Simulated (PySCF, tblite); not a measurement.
# C₅H₄F₄O: a rotation path, then NMR shifts on frames

Aim: move C₅H₄F₄O (`FC1=C(C(F)(F)F)COC1`) away from its starting geometry and see how NMR shifts follow the geometry.

The runs use tblite 0.8.0 and PySCF 2.14.0, with density-fitted response routines of our own; the level of theory stands in each step. All values are computed, except where a source is named. Atoms are numbered from 0 throughout.

### 1 Starting geometry

14 atoms, charge 0, multiplicity 1; geometry from: GFN2-xTB.

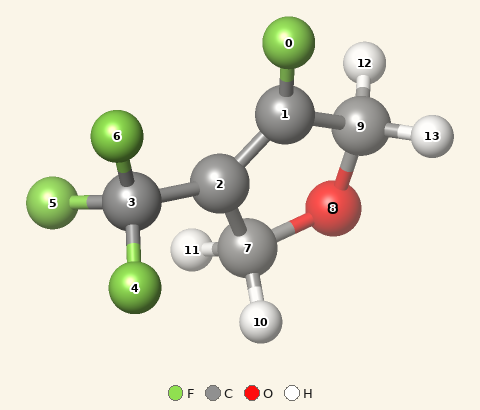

The starting geometry (fluorine green, carbon grey, oxygen red, hydrogen white), atoms numbered.

### 2 A band between two rotamers with GFN2-xTB

What the job is given:

```
{"job": {"kind": "neb", "xc": "GFN2-xTB", "basis": "xTB", "atoms": [4, 3, 2, 7], "turn": 120}, "charge": 0, "multiplicity": 1}
F     -0.038853     2.262071    -0.638112
C      0.334111     1.036203    -0.312943
C     -0.426672    -0.000522     0.019792
C     -1.909046    -0.110130     0.123625
F     -2.295453    -0.442303     1.368752
F     -2.389168    -1.074714    -0.681937
F     -2.548851     1.015384    -0.193794
C      0.469972    -1.172211     0.308727
O      1.791793    -0.697566     0.097178
C      1.783543     0.664421    -0.280847
H      0.362473    -1.521209     1.344895
H      0.268824    -2.016370    -0.364399
H      2.257781     0.789099    -1.264116
H      2.338869     1.267375     0.451012
```

Level: GFN2-xTB climbing-image nudged elastic band, gas phase.

The run is started by

```bash
$ OMP_NUM_THREADS=1 python probes_run.py task.json out
```

This one command runs all jobs of the session in turn.

Standard output:

```text
image   E - E0 / eV
  0      -0.0000
  1       0.0027
  2       0.0073
  3       0.0115
  4       0.0127
  5       0.0102
  6       0.0058
  7       0.0020
  8      -0.0000
```

Run time: 2.4 s. Hardware: 1 thread of Arm Neoverse V1, shared host; peak memory 0.18 GiB.

The final band, with the dihedral F4–C3–C2–C7:

```tsv
image	dihedral (°)	energy (eV)	energy (kcal/mol)
0	60	0.000	0.0
1	75	0.003	0.1
2	90	0.007	0.2
3	106	0.011	0.3
4	121	0.013	0.3
5	137	0.010	0.2
6	152	0.006	0.1
7	167	0.002	0.0
8	181	0.000	0.0
```

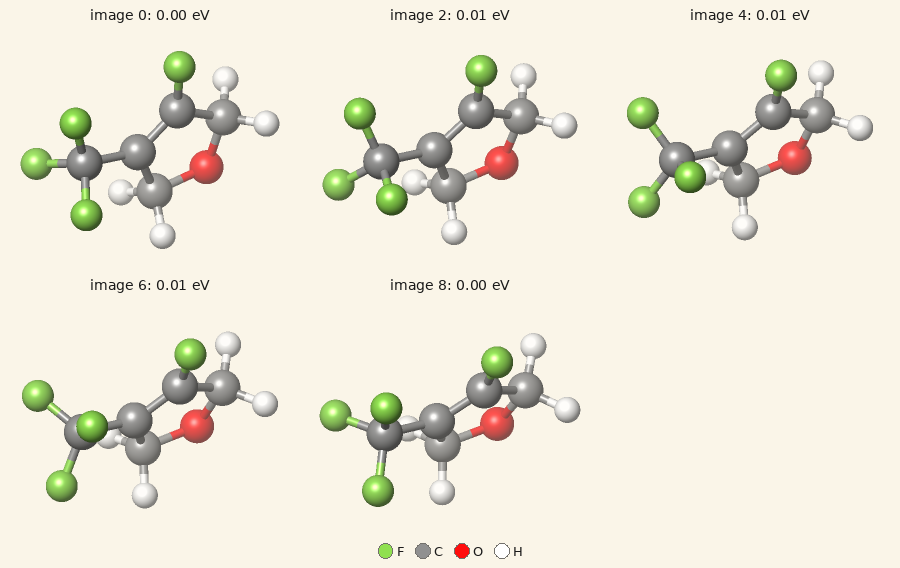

Images along the band.

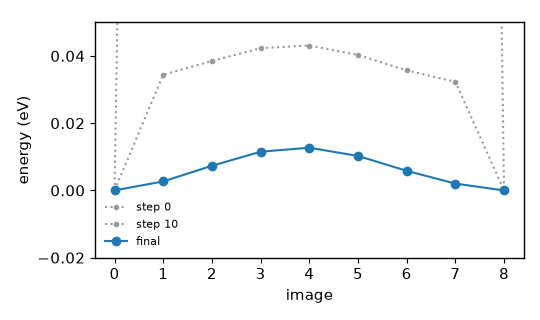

Energy along the band, early and final.

### 3 NMR shieldings: image 0, PBE0/pcSseg-1

What the job is given:

```
{"job": {"kind": "nmr", "xc": "PBE0", "basis": "pcSseg-1", "pop": false}, "charge": 0, "multiplicity": 1}
F     -0.038900     2.262100    -0.638100
C      0.334100     1.036200    -0.312900
C     -0.426700    -0.000500     0.019800
C     -1.909000    -0.110100     0.123600
F     -2.295500    -0.442300     1.368800
F     -2.389200    -1.074700    -0.681900
F     -2.548900     1.015400    -0.193800
C      0.470000    -1.172200     0.308700
O      1.791800    -0.697600     0.097200
C      1.783500     0.664400    -0.280800
H      0.362500    -1.521200     1.344900
H      0.268800    -2.016400    -0.364400
H      2.257800     0.789100    -1.264100
H      2.338900     1.267400     0.451000
```

Level: GIAO PBE0/pcSseg-1 NMR shielding, non-relativistic, gas phase.

Standard output:

```text
coarse grid: 13344 points
cycle   1  E = -666.4778314707  dE =  1.884e+00  |g| = 1.065e+00  |ddm| = 3.632e+00
cycle   2  E = -666.2707112212  dE =  2.071e-01  |g| = 1.588e+00  |ddm| = 1.771e+00
cycle   3  E = -666.6669814435  dE = -3.963e-01  |g| = 8.639e-02  |ddm| = 1.140e+00
cycle   4  E = -666.6677235146  dE = -7.421e-04  |g| = 5.926e-02  |ddm| = 9.701e-02
cycle   5  E = -666.6684379376  dE = -7.144e-04  |g| = 1.521e-02  |ddm| = 5.603e-02
cycle   6  E = -666.6684847848  dE = -4.685e-05  |g| = 4.957e-03  |ddm| = 1.839e-02
cycle   7  E = -666.6684897836  dE = -4.999e-06  |g| = 1.280e-03  |ddm| = 5.023e-03
final grid: 135152 points
cycle   8  E = -666.7643104029  dE = -4.857e-05  |g| = 1.256e-02  |ddm| = 3.289e-02
cycle   9  E = -666.7642777699  dE =  3.263e-05  |g| = 1.886e-02  |ddm| = 2.078e-02
cycle  10  E = -666.7643382972  dE = -6.053e-05  |g| = 9.459e-04  |ddm| = 1.308e-02
cycle  11  E = -666.7643384712  dE = -1.740e-07  |g| = 2.819e-04  |ddm| = 1.046e-03
cycle  12  E = -666.7643384846  dE = -1.332e-08  |g| = 1.247e-04  |ddm| = 3.231e-04
cycle  13  E = -666.7643384879  dE = -3.361e-09  |g| = 3.856e-05  |ddm| = 1.379e-04
cycle  14  E = -666.7643384882  dE = -3.151e-10  |g| = 8.150e-06  |ddm| = 3.655e-05
converged SCF energy = -666.7643384882

GIAO shielding tensors (ppm)
atom      isotropic    diamagn.    paramagn.     s11        s22        s33       span
  0 F      299.291     472.379    -173.087    173.887    251.116    472.872    298.985
  1 C       18.400     249.438    -231.038    -63.741     58.346     60.593    124.334
  2 C       76.241     270.827    -194.585     -8.201    106.681    130.244    138.445
  3 C       57.201     236.868    -179.666     52.115     57.813     61.676      9.561
  4 F      243.847     472.540    -228.693    157.703    237.349    336.489    178.786
  5 F      244.338     472.570    -228.233    158.327    237.761    336.925    178.598
  6 F      260.958     471.634    -210.677    178.668    259.203    345.003    166.335
  7 C      109.871     241.719    -131.849     73.487     96.516    159.609     86.123
  8 O      331.970     395.191     -63.221    244.096    344.980    406.835    162.739
  9 C      110.683     247.288    -136.605     77.444     98.845    155.761     78.317
 10 H       26.523      28.376      -1.853     22.246     26.841     30.481      8.235
 11 H       26.521      28.383      -1.862     22.234     26.844     30.486      8.252
 12 H       26.703      27.874      -1.172     23.191     25.323     31.594      8.403
 13 H       26.703      27.893      -1.190     23.186     25.333     31.590      8.404
```

It took 26 s on 1 thread of Arm Neoverse V1, shared host; peak memory 0.84 GiB.

Shifts follow as δ = σ(reference) − σ, with reference shieldings (ppm) from runs at the same level and on the same kind of geometry: 1H TMS 31.72, 13C TMS 186.9, 19F CFCl3 170.9, 17O H2O 336.1. The references are single molecules in the gas phase, so shifts against H2O, NH3, PH3, H3PO4 or CFCl3 are not on the usual liquid scales and can be off by tens of ppm. Each atom is listed at this fixed geometry, with no averaging over motion; a spectrum would average atoms that exchange fast.

```tsv
atoms	environment	σ (ppm)	δ (ppm)
C1	fully substituted alkene carbon	18.4	168.5
C3	CF3 carbon	57.2	129.7
C2	fully substituted alkene carbon	76.2	110.7
C7	allylic sp3 CH2 bonded to O	109.9	77.1
C9	allylic sp3 CH2 bonded to O	110.7	76.2
H11	hydrogen on an allylic sp3 CH2 bonded to O	26.52	5.20
H10	hydrogen on an allylic sp3 CH2 bonded to O	26.52	5.19
H12	hydrogen on an allylic sp3 CH2 bonded to O	26.70	5.01
H13	hydrogen on an allylic sp3 CH2 bonded to O	26.70	5.01
F4	fluorine of a CF3 group	243.8	-72.9
F5	fluorine of a CF3 group	244.3	-73.4
F6	fluorine of a CF3 group	261.0	-90.0
F0	vinylic fluorine	299.3	-128.3
O8	ether oxygen	332.0	4.1
```

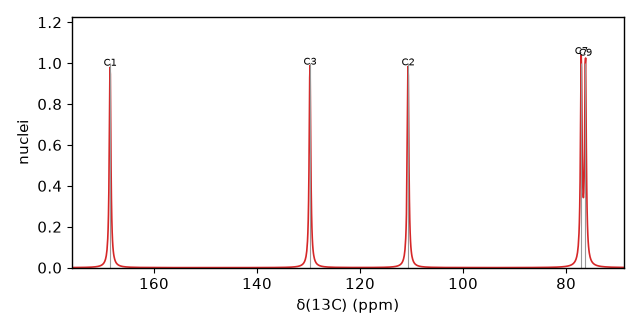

13C lines at the computed shifts, without couplings. Lines are broadened to a width of 0.37 ppm (Lorentzian).

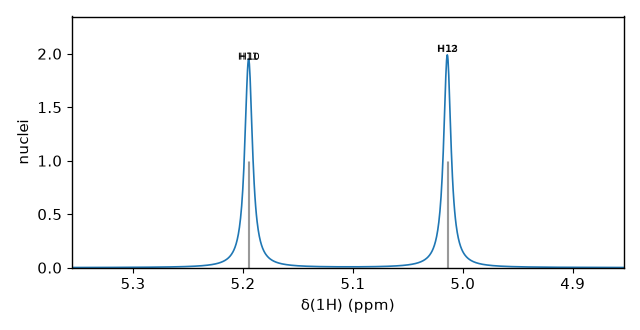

1H lines at the computed shifts, without couplings. Lines are broadened to a width of 0.01 ppm (Lorentzian).

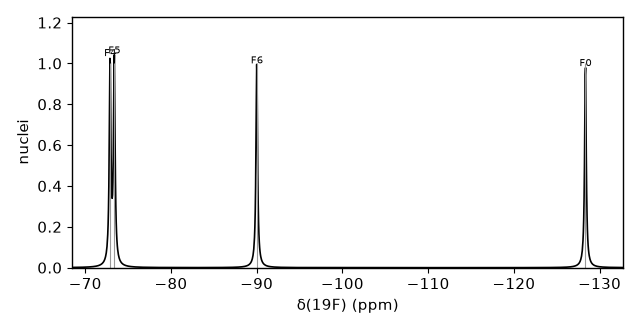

19F lines at the computed shifts, without couplings. Lines are broadened to a width of 0.22 ppm (Lorentzian).

Ring of atoms C1, C2, C7, O8, C9: NICS(0) -6.2, NICS(1) -2.0, NICS(1)zz -2.0 ppm (means of both faces).

### 4 NMR shieldings: image 2, PBE0/pcSseg-1

What the job is given:

```
{"job": {"kind": "nmr", "xc": "PBE0", "basis": "pcSseg-1", "pop": false}, "charge": 0, "multiplicity": 1}
F     -0.025500     2.309600    -0.420200
C      0.338300     1.055300    -0.214100
C     -0.427400    -0.005800     0.018300
C     -1.911400    -0.109500     0.137400
F     -2.331400     0.097000     1.398600
F     -2.346000    -1.333000    -0.205300
F     -2.565400     0.765600    -0.631300
C      0.467900    -1.201800     0.187700
O      1.790700    -0.713700     0.023800
C      1.785700     0.674800    -0.239900
H      0.361200    -1.651900     1.183800
H      0.259800    -1.973800    -0.565100
H      2.236200     0.879900    -1.221600
H      2.366800     1.206900     0.525800
```

Method: GIAO PBE0/pcSseg-1 NMR shielding, non-relativistic, gas phase.

Standard output:

```text
coarse grid: 13344 points
cycle   1  E = -666.4769994020  dE =  1.882e+00  |g| = 1.065e+00  |ddm| = 3.619e+00
cycle   2  E = -666.2696681566  dE =  2.073e-01  |g| = 1.589e+00  |ddm| = 1.774e+00
cycle   3  E = -666.6663700626  dE = -3.967e-01  |g| = 8.598e-02  |ddm| = 1.145e+00
cycle   4  E = -666.6670851581  dE = -7.151e-04  |g| = 5.972e-02  |ddm| = 9.740e-02
cycle   5  E = -666.6678142723  dE = -7.291e-04  |g| = 1.549e-02  |ddm| = 5.674e-02
cycle   6  E = -666.6678635404  dE = -4.927e-05  |g| = 4.863e-03  |ddm| = 1.852e-02
cycle   7  E = -666.6678683784  dE = -4.838e-06  |g| = 1.270e-03  |ddm| = 4.930e-03
final grid: 135152 points
cycle   8  E = -666.7633206362  dE = -4.742e-05  |g| = 1.268e-02  |ddm| = 3.415e-02
cycle   9  E = -666.7632873695  dE =  3.327e-05  |g| = 1.904e-02  |ddm| = 2.097e-02
cycle  10  E = -666.7633489694  dE = -6.160e-05  |g| = 9.453e-04  |ddm| = 1.326e-02
cycle  11  E = -666.7633491411  dE = -1.717e-07  |g| = 2.780e-04  |ddm| = 1.020e-03
cycle  12  E = -666.7633491540  dE = -1.296e-08  |g| = 1.296e-04  |ddm| = 3.227e-04
cycle  13  E = -666.7633491577  dE = -3.678e-09  |g| = 3.932e-05  |ddm| = 1.423e-04
cycle  14  E = -666.7633491580  dE = -3.242e-10  |g| = 8.204e-06  |ddm| = 3.666e-05
converged SCF energy = -666.7633491580

GIAO shielding tensors (ppm)
atom      isotropic    diamagn.    paramagn.     s11        s22        s33       span
  0 F      296.653     472.317    -175.663    171.154    247.623    471.183    300.029
  1 C       18.180     249.315    -231.135    -65.480     59.006     61.013    126.493
  2 C       75.391     270.395    -195.004     -9.950    107.400    128.723    138.673
  3 C       57.180     236.889    -179.709     51.258     57.908     62.373     11.116
  4 F      235.985     472.403    -236.418    155.809    222.064    330.083    174.274
  5 F      251.597     472.637    -221.040    172.165    238.295    344.331    172.166
  6 F      251.605     471.927    -220.322    174.303    241.694    338.819    164.516
  7 C      109.502     241.732    -132.230     72.285     95.752    160.470     88.184
  8 O      330.883     395.230     -64.347    244.647    342.374    405.629    160.982
  9 C      110.183     247.374    -137.191     76.479     98.517    155.553     79.074
 10 H       26.528      28.445      -1.917     22.430     26.807     30.347      7.917
 11 H       26.485      28.582      -2.097     22.046     26.889     30.519      8.472
 12 H       26.659      27.908      -1.249     23.170     25.324     31.481      8.311
 13 H       26.674      27.871      -1.197     23.141     25.341     31.541      8.400
```

Run time: 26 s. Hardware: 1 thread of Arm Neoverse V1, shared host; peak memory 0.81 GiB.

Key values: δ C1 168.7, C3 129.7, C2 111.5, C7 77.4, H11 5.23, H10 5.19 ppm.

[end of part 1 of 2]
